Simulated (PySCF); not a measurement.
# C4H8O (2-butanone): levels of theory compared

Aim: a comparison of 6 runs (HF/STO-3G, B3LYP/6-31G*, PBE0/def2-SVP, SVWN5/pcseg-1, TPSSh/6-31G**) of C4H8O (2-butanone). 

Program for the calculation: PySCF 2.14.0.

## (1) The structure to begin with

C4H8O: 13 atoms, total charge 0, spin state singlet. As SMILES, `CCC(C)=O`. The shape is that of a PBE0-D4/def2-TZVP optimisation. This is one conformer, not always the lowest.

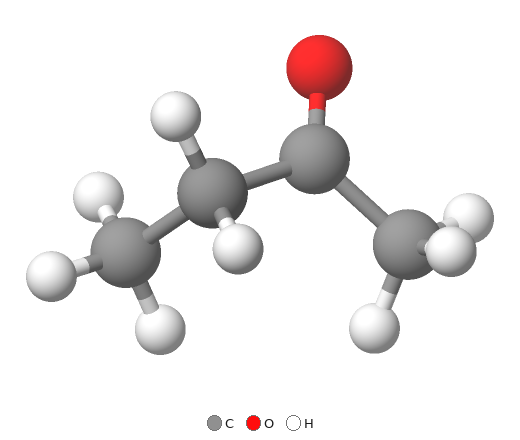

The structure, seen from a chosen angle (carbon grey, oxygen red, hydrogen white).

## (2) Energy and forces at HF/STO-3G (run 1)

run.py reads:

```python
# CCC(C)=O
import pyscf.grad
from pyscf import gto

mol = gto.M(
    atom='''
C     -2.164870     2.132745    -0.827700
C      0.196532     1.637637     0.756268
C      1.734013    -0.479612    -0.390417
C      1.097742    -3.122394     0.447298
O      3.361634    -0.062172    -1.930922
H     -3.268848     3.677974    -0.023055
H     -1.646329     2.648451    -2.756543
H     -3.386011     0.469597    -0.915950
H     -0.343363     1.157268     2.693427
H      1.381957     3.325162     0.800110
H     -0.944485    -3.432499     0.436338
H      1.728721    -3.377319     2.400897
H      2.036180    -4.501706    -0.755513
''',
    spin=0,
    max_memory=1860,
    verbose=4,
    unit='bohr',
    charge=0,
    basis='sto-3g',
)

calc0 = mol.RHF()
calc0.conv_tol = 1e-10
calc0.kernel()
if not calc0.converged:
    calc0 = calc0.newton().run(calc0.mo_coeff, calc0.mo_occ)

e_final = calc0.e_tot
print(f'total energy: {e_final:.8f} hartree')
grad = calc0.Gradients().kernel()
calc0.analyze()
```

Run with:

```console
$ OMP_NUM_THREADS=1 python run.py
```

What it wrote:

```text
PySCF version 2.14.0

[... 71 lines left out ...]
converged SCF energy = -228.111443445705
[... 21 lines left out ...]
MO #1   energy= -20.2677911042095  occ= 2
[... 7 lines left out ...]
MO #9   energy= -0.837953127140171 occ= 2
[... 7 lines left out ...]
MO #17  energy= -0.475302668548368 occ= 2
[... 7 lines left out ...]
MO #25  energy= 0.680068696982164  occ= 0
[... 7 lines left out ...]
MO #33  energy= 1.03662382785644   occ= 0
[... 49 lines left out ...]
Dipole moment(X, Y, Z, Debye): -1.39854, -0.29080,  1.23844
```

Run time: 5.7 s. Hardware: 1 thread of Intel Xeon at 2.50GHz (Skylake/Cascade Lake), shared host; peak memory 0.12 GiB.

## (3) Energy and gradient at B3LYP/6-31G(d) (spherical functions) (run 2)

run.py, as its differences from that of step 2:

```diff
@@ -1,6 +1,5 @@
-# CCC(C)=O
 import pyscf.grad
-from pyscf import gto
+from pyscf import gto, dft
 
-mol = gto.M(
+system = gto.M(
     atom='''
@@ -20,12 +19,12 @@
 ''',
-    spin=0,
-    max_memory=1860,
     verbose=4,
     unit='bohr',
-    charge=0,
-    basis='sto-3g',
+    basis='6-31g*',
+    max_memory=1860,
 )
 
-calc0 = mol.RHF()
+calc0 = dft.RKS(system)
+calc0.xc = 'b3lyp'
 calc0.conv_tol = 1e-10
+calc0.grids.level = 5
 calc0.kernel()
@@ -34,5 +33,6 @@
 
-e_final = calc0.e_tot
-print(f'total energy: {e_final:.8f} hartree')
+etot = calc0.e_tot
+print('Final energy', etot)
 grad = calc0.Gradients().kernel()
-calc0.analyze()
+dip = calc0.dip_moment()
+pop, q = calc0.mulliken_pop()
```

Run with:

```console
$ OMP_NUM_THREADS=1 python run.py
```

What it wrote:

```text
PySCF version 2.14.0

[... 83 lines left out ...]
converged SCF energy = -232.463193746025
Final energy -232.46319374602544
[... 12 lines left out ...]
Dipole moment(X, Y, Z, Debye): -2.06263, -0.37066,  1.76706
[... 100 lines left out ...]
charge of   12H =      0.17889
```

It took 89 s on 1 thread of Intel Xeon at 2.50GHz (Skylake/Cascade Lake), shared host; peak memory 0.88 GiB.

Runs 3 to 5 aren't shown in full; the table further down has their settings and results.

## (4) Energy and forces at TPSSh/6-31G(d,p) (spherical functions) (run 6)

input.py reads:

```python
from pyscf import gto, dft

mol = gto.Mole()
mol.atom = '''
C     -2.164870     2.132745    -0.827700
C      0.196532     1.637637     0.756268
C      1.734013    -0.479612    -0.390417
C      1.097742    -3.122394     0.447298
O      3.361634    -0.062172    -1.930922
H     -3.268848     3.677974    -0.023055
H     -1.646329     2.648451    -2.756543
H     -3.386011     0.469597    -0.915950
H     -0.343363     1.157268     2.693427
H      1.381957     3.325162     0.800110
H     -0.944485    -3.432499     0.436338
H      1.728721    -3.377319     2.400897
H      2.036180    -4.501706    -0.755513
'''
mol.basis = '6-31g**'
mol.verbose = 4
mol.spin = 0
mol.unit = 'bohr'
mol.charge = 0
mol.max_memory = 1860
mol.build()

calc0 = dft.RKS(mol, xc='tpssh')
calc0.conv_tol = 1e-10
calc0.grids.level = 5
calc0.kernel()
if not calc0.converged:
    calc0 = calc0.newton().run(calc0.mo_coeff, calc0.mo_occ)

e_tot = calc0.e_tot
print('E(%s) = %.9f' % ('TPSSH', e_tot))
grad = calc0.nuc_grad_method().kernel()
calc0.analyze()
```

Run with:

```console
$ OMP_NUM_THREADS=1 python input.py
```

What it wrote:

```text
PySCF version 2.14.0

[... 114 lines left out ...]
MO #10  energy= -0.507280190902211 occ= 2
[... 19 lines left out ...]
MO #30  energy= 0.209772345665525  occ= 0
[... 19 lines left out ...]
MO #50  energy= 0.902898587928804  occ= 0
[... 19 lines left out ...]
MO #70  energy= 1.84701541199203   occ= 0
[... 19 lines left out ...]
MO #90  energy= 2.56794432876289   occ= 0
[... 19 lines left out ...]
MO #110 energy= 3.58621577311311   occ= 0
[... 126 lines left out ...]
Dipole moment(X, Y, Z, Debye): -2.04425, -0.36476,  1.74188
```

It took 2.9 min on 1 thread of Intel Xeon at 2.50GHz (Skylake/Cascade Lake), shared host; peak memory 1.1 GiB.

## (5) The series

| run | level | integration grid | Cartesian functions | energy (Eh) | dipole moment (D) | HOMO energy (eV) | LUMO energy (eV) | wall time |
| --- | --- | --- | --- | --- | --- | --- | --- | --- |
| 1 | HF/STO-3G | – | no | -228.111443 | 1.89 | -8.63 | 8.21 | 5.7 s |
| 2 | B3LYP/6-31G* (spherical functions) | 5 | no | -232.463194 | 2.74 | -6.50 | -0.20 | 89 s |
| 3 | B3LYP/6-31G* (Cartesian functions) | 5 | yes | -232.467426 | 2.75 | -6.51 | -0.21 | 93 s |
| 4 | PBE0/def2-SVP | 5 | no | -232.021620 | 2.81 | -6.97 | -0.16 | 2.2 min |
| 5 | SVWN5/pcseg-1 | 5 | no | -230.399019 | 2.89 | -5.62 | -1.68 | 84 s |
| 6 | TPSSh/6-31G** (spherical functions) | 5 | no | -232.484721 | 2.71 | -5.90 | -0.54 | 2.9 min |

## (6) Summary of results

| quantity | value |
| --- | --- |
| run 6: total energy | -232.48472 Eh |
| run 6: dipole moment | 2.71 D |
| run 6: HOMO energy | -5.90 eV |
| run 6: LUMO energy | -0.54 eV |
| run 6: HOMO–LUMO gap | 5.36 eV |
| run 6: largest force on an atom | 1.346 eV/Å |

What this shows: The dipole moment (its size) runs from 1.89 D (HF/STO-3G) to 2.89 D (SVWN5/pcseg-1). The two ends differ in method and basis. The HOMO–LUMO gap runs from 3.94 eV (SVWN5/pcseg-1) to 16.84 eV (HF/STO-3G). Totals of different functionals can't be ranked against each other. In run 1 the basis is minimal, so the values are rough. All runs together took 9.6 min, the longest 2.9 min.
